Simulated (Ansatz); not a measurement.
**ScAlSe3 (model cell, started as cubic perovskite with Al in the octahedra): following an unstable mode**

Which phase does ScAlSe3 (model cell, started as cubic perovskite with Al in the octahedra) fall into along its unstable mode, and how much energy does it gain?

Calculated with Ansatz 0.2.0; DFT PBE, scalar-relativistic, plane waves, PAW; PAW set soft_1.

The structure was built from a prototype and need not be the compound's stable phase.

## 1. Set-up

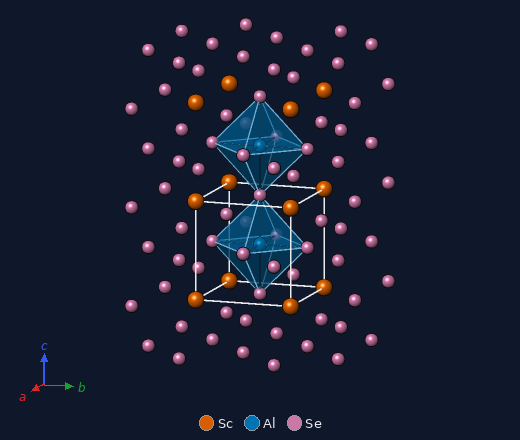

Start, viewed slightly off an axis; scandium orange, aluminium blue, selenium pink. 1×1×2 cells are drawn. Some periodic images of atoms are drawn too.

## 2. Response at finite wavevector

The cell comes from relaxations at this level that are not shown. Stability and thermal properties need the whole zone. Linear response on a 2×2×2 q mesh gives force constants as far as a supercell of that size would.

input.yaml

```yaml
crystal:
  lattice:
    - [4.8618479548, 0.0, 0.0]
    - [0.0, 4.8618479548, 0.0]
    - [0.0, 0.0, 4.8618479548]
  atoms:
    - { symbol: Sc, position: [0.0, 0.0, 0.0] }
    - { symbol: Al, position: [0.5, 0.5, 0.5] }
    - { symbol: Se, position: [0.5, 0.5, 0.0] }
    - { symbol: Se, position: [0.5, 0.0, 0.5] }
    - { symbol: Se, position: [0.0, 0.5, 0.5] }
kpoints:
  mp_grid: { grid: [8, 8, 8] }
hamiltonian:
  xc: pbe
  pseudopotentials: { kind: paw, azcp: { folder: soft_1 } }
scf:
  occupations: { method: methfessel_paxton, width: 0.2 }
output:
  eigenvalues: true
phonons:
  method: dfpt
  qmesh: [2, 2, 2]
  temperatures: { t_max: 1000, t_step: 50 }
  qpath:
    path:
      - [[0.0, 0.0, 0.0], [0.0, 0.5, 0.0], [0.5, 0.5, 0.0], [0.0, 0.0, 0.0], [0.5, 0.5, 0.5], [0.0, 0.5, 0.0]]
      - [[0.5, 0.5, 0.5], [0.5, 0.5, 0.0]]
    npoints: 10
```

On the command line:

```sh
ansatz run input.yaml --threads 4 --pin off --max-ram 16384MiB --backend cpu --events-out ev --progress --plain --runs-dir out
```

Numbers of over 12 decimals in the logs are rounded to 6 here.

Log:

```text
Engine: ansatz 0.2.0, aarch64-unknown-linux-gnu
Pseudopotentials: kind: paw
Pseudopotential: Sc, paw, valence charge 11, recommended cutoff 420 eV (normal), soft_1/Sc.paw.azcp
Pseudopotential: Al, paw, valence charge 3, recommended cutoff 420 eV (normal), soft_1/Al.paw.azcp
Pseudopotential: Se, paw, valence charge 16, recommended cutoff 420 eV (normal), soft_1/Se.paw.azcp
Functional definition: PBE
  parameter kappa = 0.804
  parameter beta = 0.066725
  exchange = pbe_x(kappa = kappa, mu = beta*pi^2/3)
  correlation = pbe_c(beta = beta)
Crystal: 5 atoms, lattice volume = 114.922 Å³
Basis set: ecut = 420 eV, 2301 PW (Γ), exchange–correlation on 72×72×72 points (8 copies of the dense FFT grid, shifted against one another)
Bands: 38, of which v1, the nominal top of the filled ones, is band 31 counted from 1 (30 counted from 0)
Symmetry: 48 space group operations
k-points: 35 of 512
Non-local potential: Sc, projectors of the file, l = 0: 3, l = 1: 2, l = 2: 3, l = 3: 1
Non-local potential: Al, projectors of the file, l = 0: 2, l = 1: 2, l = 2: 1
Non-local potential: Se, projectors of the file, l = 0: 2, l = 1: 2, l = 2: 3, l = 3: 1
PAW form: soft (Blöchl's): semilocal exchange-correlation on the pseudo side does not see the compensation charge
PAW one-centre angular grid: Sc, 590 points (default); XC on 64 Gauss nodes
PAW one-centre angular grid: Al, 110 points (default); XC on 64 Gauss nodes
PAW one-centre angular grid: Se, 590 points (default); XC on 64 Gauss nodes
Initial density: superposition of atomic densities (chi_scale 0.1, normalization cell, long waves kept (reshape's long-wave potential 0.01 eV rms))
Initial wavefunctions: pseudopotential atomic-orbital guess
Functional: x = pbe(κ = 0.804, μ = 0.219515), c = pbe(β = 0.066725)
SCF iter   1: F=—  HF=-19084.208997 eV  |F-HF|=—  |Δ(HF+E_count)|=         —  Δρ=1.04e-1  dr2=2.56e1  ethr=3.10e-3  ⟨swp⟩=5.8  Hψ=4987  notcnv=0
preconditioner: auto → Kerker (q_TF=auto, 2.462 Å⁻¹)  [metal: Δε(μ)=0.011 eV  Ē_g=6.182 eV  σ=0.200 eV  W_gap=0.05  n_scr=26 (ndim 8)  ℏωp=17.0 eV  f_vac=0.000  D(μ)=10.84/eV (n_scr^D=146)]
SCF iter   2: F=—  HF=-19083.290815 eV  |F-HF|=—  |Δ(HF+E_count)|=   9.18e-1  S|Δr|=    0.00e0  Δρ=4.88e-2  dr2=5.85e0  ethr=3.10e-3  ⟨swp⟩=2.0  Hψ=1805  notcnv=0  defer=3
SCF iter   3: F=—  HF=-19082.962266 eV  |F-HF|=—  |Δ(HF+E_count)|=   3.29e-1  S|Δr|=    0.00e0  Δρ=1.59e-2  dr2=6.79e-1  ethr=3.10e-3  ⟨swp⟩=2.0  Hψ=1493  notcnv=0  defer=3
SCF iter   4: F=—  HF=-19082.923977 eV  |F-HF|=—  |Δ(HF+E_count)|=   3.83e-2  S|Δr|=    0.00e0  Δρ=5.82e-3  dr2=9.09e-2  ethr=1.10e-3  ⟨swp⟩=1.9  Hψ=1509  notcnv=0  defer=2
SCF iter   5: F=—  HF=-19082.918512 eV  |F-HF|=—  |Δ(HF+E_count)|=   5.47e-3  S|Δr|=    0.00e0  Δρ=1.86e-3  dr2=9.40e-3  ethr=1.47e-4  ⟨swp⟩=1.0  Hψ=1351  notcnv=0  defer=2
SCF iter   6: F=—  HF=-19082.917954 eV  |F-HF|=—  |Δ(HF+E_count)|=   5.57e-4  S|Δr|=    0.00e0  Δρ=1.07e-3  dr2=3.39e-3  ethr=1.52e-5  ⟨swp⟩=2.0  Hψ=2363  notcnv=0  defer=2
SCF iter   7: F=—  HF=-19082.917624 eV  |F-HF|=—  |Δ(HF+E_count)|=   3.31e-4  S|Δr|=    0.00e0  Δρ=6.28e-4  dr2=1.14e-3  ethr=5.46e-6  ⟨swp⟩=1.0  Hψ=1326  notcnv=0  defer=2
SCF iter   8: F=—  HF=-19082.917504 eV  |F-HF|=—  |Δ(HF+E_count)|=   1.19e-4  S|Δr|=    0.00e0  Δρ=1.63e-4  dr2=7.46e-5  ethr=1.83e-6  ⟨swp⟩=1.0  Hψ=1326  notcnv=0  defer=2
SCF iter   9: F=—  HF=-19082.917498 eV  |F-HF|=—  |Δ(HF+E_count)|=   5.66e-6  S|Δr|=    0.00e0  Δρ=4.50e-5  dr2=4.60e-6  ethr=1.20e-7  ⟨swp⟩=1.1  Hψ=1333  notcnv=0  defer=2
SCF iter  10: F=—  HF=-19082.917499 eV  |F-HF|=—  |Δ(HF+E_count)|=   3.40e-7  S|Δr|=    0.00e0  Δρ=5.30e-6  dr2=3.24e-8  ethr=7.42e-9  ⟨swp⟩=1.1  Hψ=1334  notcnv=0  defer=2
SCF iter  11: F=—  HF=-19082.917499 eV  |F-HF|=—  |Δ(HF+E_count)|=   1.94e-8  S|Δr|=    0.00e0  Δρ=1.50e-6  dr2=5.95e-9  ethr=5.22e-11  ⟨swp⟩=2.0  Hψ=2434  notcnv=0  defer=2
SCF iter  12: F=—  HF=-19082.917499 eV  |F-HF|=—  |Δ(HF+E_count)|=  4.22e-10  S|Δr|=    0.00e0  Δρ=4.16e-7  dr2=4.20e-10  ethr=9.60e-12  ⟨swp⟩=2.0  Hψ=1602  notcnv=0  defer=2
SCF iter  13: F=—  HF=-19082.917499 eV  |F-HF|=—  |Δ(HF+E_count)|=  1.35e-10  S|Δr|=    0.00e0  Δρ=1.17e-7  dr2=4.02e-11  ethr=1.00e-12  ⟨swp⟩=2.0  Hψ=1597  notcnv=0  defer=2
SCF iter  14: F=-19082.917499 eV  HF=-19082.917499 eV  |F-HF|=0.00e0  |Δ(HF+E_count)|=    0.00e0  S|Δr|=    0.00e0  Δρ=2.90e-8  dr2=1.85e-12  ethr=1.00e-12  ⟨swp⟩=5.5  Hψ=5243  notcnv=0
SCF 1 converged in 14 iterations: F = -19082.917499 eV  dr2 = 1.85e-12
  greatest PAW one-centre occupation: 1.000 electrons in one spin orbital (limit 2), on the Se atom at site 2 (counted from 0), in its partial waves of l = 2
Initial density: read from a saved state, or passed on in memory by an earlier SCF of this step, an earlier step, the calling program or the single point that the run made first
iter 1 solved again at ethr=8.25e-8 eV; its pass at ethr=3.10e-3 eV (dr2=5.12e-5 eV) is discarded
SCF iter   1: F=—  HF=-19082.917499 eV  |F-HF|=—  |Δ(HF+E_count)|=         —  Δρ=2.59e-7  dr2=1.13e-10  ethr=8.25e-8  ⟨swp⟩=3.0  Hψ=8158  notcnv=0
eigensolver tolerance schedule: the retry pair's looser diagonalisation over-reported the residual by 453720.26 of it (diagonalisation noise at an unbounded share of the residual, at the tolerance the schedule requests for it); recorded, not acted on — ethr = c·dr2/N_el stays at c = 1.0e-1
preconditioner: auto → Resta (q_TF=auto, 2.462 Å⁻¹)  ε∞=7.1  [insulator: Δε(μ)=0.140 eV  Ē_g=6.857 eV  σ=0.200 eV  W_gap=0.55  n_scr=26 (ndim 8)  ℏωp=17.0 eV  f_vac=0.000  D(μ)=1.32/eV (n_scr^D=6)  ε∞_Penn≈7.1]
SCF iter   2: F=—  HF=-19082.917499 eV  |F-HF|=—  |Δ(HF+E_count)|=   1.08e-7  S|Δr|=    0.00e0  Δρ=1.63e-7  dr2=2.52e-11  ethr=1.00e-12  ⟨swp⟩=3.7  Hψ=3397  notcnv=0
SCF iter   3: F=—  HF=-19082.917499 eV  |F-HF|=—  |Δ(HF+E_count)|=  5.09e-11  S|Δr|=    0.00e0  Δρ=9.95e-8  dr2=8.69e-12  ethr=1.00e-12  ⟨swp⟩=4.5  Hψ=4184  notcnv=0
SCF iter   4: F=-19082.917499 eV  HF=-19082.917499 eV  |F-HF|=3.64e-12  |Δ(HF+E_count)|=  2.18e-11  S|Δr|=    0.00e0  Δρ=4.09e-8  dr2=2.14e-12  ethr=1.00e-12  ⟨swp⟩=3.0  Hψ=3403  notcnv=0
SCF 2 converged in 4 iterations: F = -19082.917499 eV  dr2 = 2.14e-12
  greatest PAW one-centre occupation: 1.000 electrons in one spin orbital (limit 2), on the Se atom at site 3 (counted from 0), in its partial waves of l = 2
phonons: the bands overlap, so this run is a metal and interpolates without the dipole-dipole term. If the crystal is really an insulator or semiconductor, its LO-TO splitting is missing
NSCF: frozen V_eff on 35 k-points
NSCF: frozen V_eff on 125 k-points
DFPT response loops at q = (0, 0, 0) (fractional): preconditioner auto → Kerker (q_TF=auto, 2.462 Å⁻¹) (partly filled bands, converged f_vac=0.000); β = 1.00, the filter's whole step (`scf.mixing.beta` (0.50) is not read by the response loops under this deck's `scf.mixing.preconditioner`; to damp them name `kerker` or `kerker_dos`, under which they read `scf.mixing.beta`, and type it under 1.00, their step now; both keys bind the ground state too); Broyden in place of MSR1
NSCF: frozen V_eff on 250 k-points
DFPT response loops at q = (0, 0, -0.5) (fractional): mixed as the last ones told, above
NSCF: frozen V_eff on 250 k-points
DFPT response loops at q = (0, -0.5, -0.5) (fractional): mixed as the last ones told, above
NSCF: frozen V_eff on 250 k-points
DFPT response loops at q = (-0.5, -0.5, -0.5) (fractional): mixed as the last ones told, above
SCF converged after 14 iterations
Stability not checked: this state was not tested for a lower state beside it, because cold or Methfessel-Paxton smearing, or corrected tetrahedra, fill the levels in a way that the test cannot read (fill_not_monotonic; see scf.lower_state_search)
Free energy (F): -19082.917499 eV
Harris-Foulkes:  -19082.917499 eV  (|F-HF|=0.00e0)
Internal energy: -19082.923068 eV  (E = F + TS)
E sigma→0 (E₀):  -19082.918891 eV
Entropy (-TS):   0.005570 eV (1.114 meV/atom)
Fermi energy:    8.373645 eV
--- Per-component energies (eV) ---
  E_band       = -1315.801093
  E_kinetic    = 561.970837
  E_local      = -8932.746814  (includes V_loc(G=0)·N_el)
  E_nonlocal   = -911.038951
  E_hartree    = 4556.588699
  E_xc         = -379.349025
  E_vxc        = -406.501722  (∫ρ·V_xc dr)
  E_paw        = -7849.946161  (= ΣΔE_a)
  E_vpaw       = -740.660884  (= ΣTr[D̂ρ^β])
  E_aug_tail   = -0.001027  (compensation charges beyond the density's cutoff)
  E_ewald      = -6128.400626
  E_smearing   = 0.005570  (= −TS)
  E_closure    = -0.000000  (closes the sum)
  Σ components = -19082.917499   (vs F -19082.917499, Δ=0.00e0)
--- Band table (eV; the first three rows and the last of 35) ---
  k-point 0: bands = [... 27 lower, 7.1569, 7.1569, 7.6031, 7.6031, 7.6031, 8.5239, 8.5239, 8.6647, ... 3 higher]
  k-point 1: bands = [... 27 lower, 6.9466, 6.9671, 7.4922, 7.4949, 7.4949, 8.5862, 8.6778, 8.8199, ... 3 higher]
  k-point 2: bands = [... 27 lower, 6.4948, 6.4948, 7.3064, 7.3064, 8.2623, 8.7102, 8.7439, 9.2757, ... 3 higher]
  k-point 34: bands = [... 27 lower, 7.0896, 8.8015, 8.8476, 8.8476, 8.8476, 8.9055, 8.9055, 8.9055, ... 3 higher]
--- Phonons (Γ-DFPT): 4 representative perturbations + reference (Σ response iterations 12) ---
  ASR residual: 2.177e-5 → 0.000e0 eV/Å²; symmetrization residual: 4.348e-6 eV/Å²
  ASR residual per site (eV/Å²): 5.68e-6 1.94e-5 2.18e-5 2.18e-5 2.18e-5
  Γ frequencies (cm⁻¹): -187.02 -187.02 -187.02 -119.57 -119.57 -119.57 0.00 0.00 0.00 58.78 58.78 58.78 335.25 335.25 335.25
--- Phonons (arbitrary-q DFPT): 4 irreducible q on the 2×2×2 mesh ---
  q = [0.0000, 0.0000, 0.0000] (star 1, of the zone-centre solve; hermiticity 6.64e-7, symmetrization 2.57e-12): -187.02 -187.02 -187.02 -119.57 -119.57 -119.57 0.00 0.00 0.00 58.78 58.78 58.78 335.25 335.25 335.25
  q = [0.0000, 0.0000, -0.5000] (star 3, 9 solved perturbations in 975 linear systems a pass and spin channel, the states on 125 of 512 k-point pairs; hermiticity 3.40e-7, symmetrization 3.71e-12): -169.07 -169.07 -112.68 -90.14 -90.14 -38.90 -28.93 11.16 11.16 82.14 82.14 217.60 311.66 333.96 333.96
  q = [0.0000, -0.5000, -0.5000] (star 3, 9 solved perturbations in 975 linear systems a pass and spin channel, the states on 125 of 512 k-point pairs; hermiticity 4.75e-7, symmetrization 1.02e-12): -175.13 -175.13 -153.29 -88.39 -82.49 -82.49 56.97 56.97 74.63 106.71 181.48 247.53 323.54 323.54 332.38
  q = [-0.5000, -0.5000, -0.5000] (star 1, 4 solved perturbations in 350 linear systems a pass and spin channel, the states on 125 of 512 k-point pairs; hermiticity 3.41e-7, symmetrization 4.30e-12): -183.22 -183.22 -183.22 -175.20 -175.20 -175.20 91.82 91.82 91.82 181.33 181.33 267.85 337.00 337.00 337.00
  sum rule: each row above includes the acoustic sum rule's correction from the zone centre's row sums; it moved no ω² by more than (0.44 cm⁻¹)²
  mesh force constants: q→R imaginary residual 8.00e-18; ASR residual 2.177e-5 → 0.000e0 eV/Å²; symmetrization residual 8.882e-15 eV/Å²
  interpolated dispersion: 62 rows × 15 modes
  density of states and harmonic sums: on the 14×14×14 q-mesh, interpolated from the force constants of a 2×2×2 supercell (no non-analytic term)
  largest difference from the sums on the solved wave vectors: F 2.37e-2 eV, S 7.19e-5 and C_V 4.80e-5 eV/K
  zero-point energy: 0.100734 eV/cell   skipped modes (ω ≤ 0): 744, of them read as no rigid motion or as one in doubt: 741 (6.191e0 modes/cell left out, lowest -187.02 cm⁻¹)   left out of the sums: 4.13e-1 of the cell's modes: C_V's classical limit lies that fraction below 3 k_B per atom; for a crystal, a wire or a layer, F and S can be off by more, and a phonons.interpolated_qmesh denser along its periods is the remedy for the sampling
```

The job ended after 5 min (4 threads of Arm Neoverse V2, shared host; peak memory 1.7 GiB; 19 min of CPU time).

Numbers from this step:

```
volume per atom                                         : 22.98 Å³
gap on the k-mesh                                       : 0 eV
sum-rule residual before enforcement                    : 2.18e-5 eV/Å²
lowest frequency on the path                            : -187.0 cm⁻¹
point group                                             : m-3m
highest frequency on the path or at a solved wavevector : 337 cm⁻¹
highest optical mode at the zone centre (no LO-TO term) : 335.2 cm⁻¹
lowest optical zone-centre mode                         : -187.0 cm⁻¹
lowest mode on the q mesh (acoustic modes at Γ apart)   : -187.0 cm⁻¹
```

Frequencies (cm⁻¹) solved at each irreducible wavevector; negative means imaginary. Frequencies by wavevector, by row:

| q in reciprocal lattice units | star | mode 1 | mode 2 | mode 3 | mode 4 | mode 13 | mode 14 | mode 15 |
| --- | --- | --- | --- | --- | --- | --- | --- | --- |
| 0 0 0 | 1 | -187 | -187 | -187 | -119.6 | 335.2 | 335.2 | 335.2 |
| 0 0 -0.5 | 3 | -169.1 | -169.1 | -112.7 | -90.1 | 311.7 | 334 | 334 |
| 0 -0.5 -0.5 | 3 | -175.1 | -175.1 | -153.3 | -88.4 | 323.5 | 323.5 | 332.4 |
| -0.5 -0.5 -0.5 | 1 | -183.2 | -183.2 | -183.2 | -175.2 | 337 | 337 | 337 |

Interpolated from a 2×2×2 q mesh. Phonon branches along the path, in cm⁻¹:

```
    point  branch 1  branch 2  branch 3  branch 4  branch 12  branch 13  branch 14  branch 15
        Γ      -187      -187      -187      -120         59        335        335        335
        X      -169      -169      -113       -90        218        312        334        334
        M      -175      -175      -153       -88        248        324        324        332
        Γ      -187      -187      -187      -120         59        335        335        335
        R      -183      -183      -183      -175        268        337        337        337
        X      -169      -169      -113       -90        218        312        334        334
jump to R      -183      -183      -183      -175        268        337        337        337
        M      -175      -175      -153       -88        248        324        324        332
```

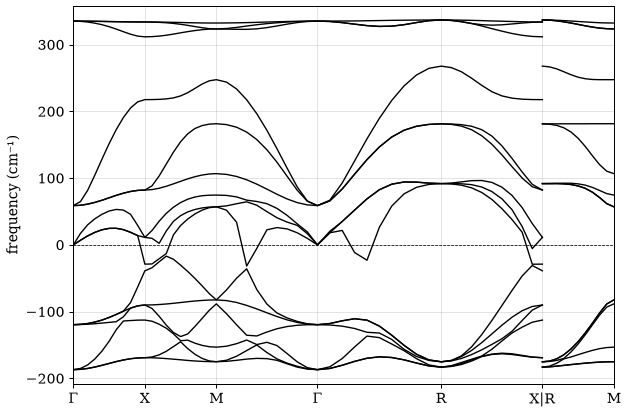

Phonon branches along the path.

Symmetry leaves 4 wavevectors to solve. The lowest mode among them, the acoustic zeros apart, lies at Γ and is imaginary, 187.0i cm⁻¹, so the energy falls along it.

## 3. The mode frozen in, largest atomic shift 0 Å

The mode followed lies at q = (-0.5, -0.5, -0.5) with frequency 183.2i cm⁻¹ and is 3-fold degenerate, one of the unstable modes though not the softest. At small amplitude the distorted cell has space group no. 166 by a symmetry search on the positions. The undistorted cell that holds it gives the zero of energy on the same k mesh.

System of this step: ScAlSe3 (model cell, started as cubic perovskite with Al in the octahedra). It takes space group Pm-3m (No. 221, cubic). Conventional cell: a = 4.862 Å, b = 4.862 Å, c = 4.862 Å, α = 90.00°, β = 90.00°, γ = 90.00°. Nearest to Sc lie 12 Se at 3.44 Å. Nearest to Al lie 6 Se at 2.43 Å. Nearest to Se lie 2 Al at 2.43 Å and 4 Sc at 3.44 Å. Farther neighbours and most contacts between anions are not listed.

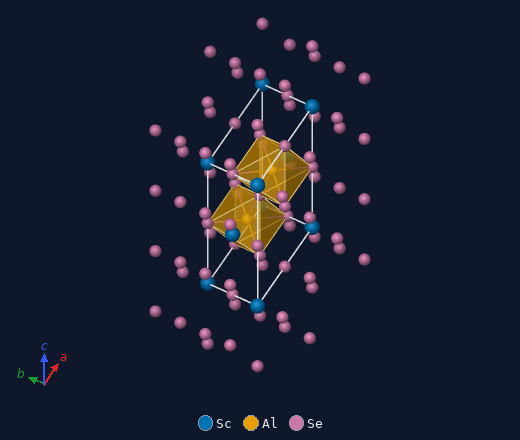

The cell of this step (scandium blue, aluminium orange, selenium pink). Some periodic images of atoms are drawn too.

input.yaml, the sections that differ from step 2:

```yaml
crystal:
  lattice:
    - [4.8618479548, 4.8618479548, 0.0]
    - [4.8618479548, 0.0, 4.8618479548]
    - [4.8618479548, 0.0, -4.8618479548]
  atoms:
    - { symbol: Sc, position: [0.0, 0.0, 0.0] }
    - { symbol: Sc, position: [0.0, 0.5, 0.5] }
    - { symbol: Al, position: [0.5, 0.25, 0.75] }
    - { symbol: Al, position: [0.5, 0.75, 0.25] }
    - { symbol: Se, position: [0.5, 0.0, 0.0] }
    - { symbol: Se, position: [0.5, 0.5, 0.5] }
    - { symbol: Se, position: [0.0, 0.5, 0.0] }
    - { symbol: Se, position: [0.0, 0.0, 0.5] }
    - { symbol: Se, position: [0.5, 0.0, 0.5] }
    - { symbol: Se, position: [0.5, 0.5, 0.0] }
output:
  forces: true
  stress: true
  eigenvalues: true
# kpoints, hamiltonian, scf: as in step 2
# phonons: removed
```

Log:

```text
[...]
Crystal: 10 atoms, lattice volume = 229.844 Å³
Basis set: ecut = 420 eV, 4573 PW (Γ), exchange–correlation on 96×96×96 points (8 copies of the dense FFT grid, shifted against one another)
Bands: 75, of which v1, the nominal top of the filled ones, is band 62 counted from 1 (61 counted from 0)
Symmetry: 96 space group operations
[...]
k-points: 29 of 512
[...]
k-point 0: bands = [... 58 lower, 7.6009, 7.6009, 8.5188, 8.5188, 8.6592, 8.6592, 8.6592, 8.7983, ... 9 higher]
  k-point 1: bands = [... 58 lower, 7.5734, 7.5734, 8.4017, 8.4017, 8.5932, 8.5932, 8.7065, 8.7551, ... 9 higher]
  k-point 2: bands = [... 58 lower, 7.5496, 7.8865, 8.0095, 8.0095, 8.5205, 8.6679, 8.6679, 8.8628, ... 9 higher]
  k-point 28: bands = [... 58 lower, 6.9377, 6.9377, 7.5370, 7.5370, 9.0497, 9.0497, 9.1705, 9.1705, ... 9 higher]
[key lines of the parts left out:]
SCF converged after 11 iterations
Free energy (F): -38165.844432 eV
Fermi energy:    8.360274 eV
P = ⅓ Tr σ = -0.0137 GPa (-0.137 kbar)
```

It took 9.1 s on 4 threads; peak memory 0.95 GiB.

This step gave:

* pressure: -0.01369 GPa
* energy from the undistorted cell: 0 meV/atom

The run ends at a pressure of -0.01 GPa.

## 4. The mode frozen in, largest atomic shift 0.6 Å

The atoms are moved along the unstable eigenvector, the largest shift by 0.6 Å, with the cell fixed.

input.yaml, the sections that differ from step 3:

```yaml
crystal:
  lattice:
    - [4.8618479548, 4.8618479548, 0.0]
    - [4.8618479548, 0.0, 4.8618479548]
    - [4.8618479548, 0.0, -4.8618479548]
  atoms:
    - { symbol: Sc, position: [-0.0712507188, 0.0356253594, 0.1068760782] }
    - { symbol: Sc, position: [0.0712507188, 0.4643746406, 0.3931239218] }
    - { symbol: Al, position: [0.5, 0.25, 0.75] }
    - { symbol: Al, position: [0.5, 0.75, 0.25] }
    - { symbol: Se, position: [0.4823129764, 0.0176870236, 0.0176870236] }
    - { symbol: Se, position: [0.5176870236, 0.4823129764, 0.4823129764] }
    - { symbol: Se, position: [0.0, 0.5, 0.0176870236] }
    - { symbol: Se, position: [0.0, 0.0, 0.4823129764] }
    - { symbol: Se, position: [0.5176870236, 0.0, 0.4823129764] }
    - { symbol: Se, position: [0.4823129764, 0.5, 0.0176870236] }
# kpoints, hamiltonian, scf, output: as in step 3
```

Log:

```text
[...]
Crystal: 10 atoms, lattice volume = 229.844 Å³
Basis set: ecut = 420 eV, 4573 PW (Γ), exchange–correlation on 96×96×96 points (8 copies of the dense FFT grid, shifted against one another)
Bands: 75, of which v1, the nominal top of the filled ones, is band 62 counted from 1 (61 counted from 0)
Symmetry: 12 space group operations
[...]
k-points: 65 of 512
[...]
k-point 0: bands = [... 58 lower, 7.5435, 7.5435, 7.7654, 7.7654, 8.7455, 8.7455, 8.8865, 8.8943, ... 9 higher]
  k-point 1: bands = [... 58 lower, 7.4845, 7.4845, 7.6738, 7.6738, 8.7667, 8.7667, 8.8119, 8.9485, ... 9 higher]
  k-point 2: bands = [... 58 lower, 7.3702, 7.5458, 7.5458, 7.8882, 8.5975, 8.8092, 8.8092, 9.1134, ... 9 higher]
  k-point 64: bands = [... 58 lower, 6.8467, 6.8731, 7.3346, 7.9863, 9.1973, 9.1993, 9.3267, 9.4666, ... 9 higher]
[key lines of the parts left out:]
SCF converged after 11 iterations
Free energy (F): -38167.392657 eV
Fermi energy:    8.330503 eV
P = ⅓ Tr σ = 2.6563 GPa (26.563 kbar)
```

Wall time 16 s (4 threads); peak memory 1.2 GiB.

Numbers from this step:

- pressure: 2.656 GPa
- energy from the undistorted cell: -154.6 meV/atom

The energy, extrapolated to zero smearing, is -154.64 meV/atom against the undistorted cell.

The run ends at a pressure of 2.66 GPa, with forces up to 1.2 eV/Å.

(Continued in part 2 of 3.)

[Logs are printed without paths, hosts, clocks, repeated set-up lines and the standing remarks that a program may print on its own settings, such as how far it seeks lower states.]

[Hosts, paths, dates, database ids (printed as entryN), source tags and the programs' standing remarks are cut or masked in the printed files.]
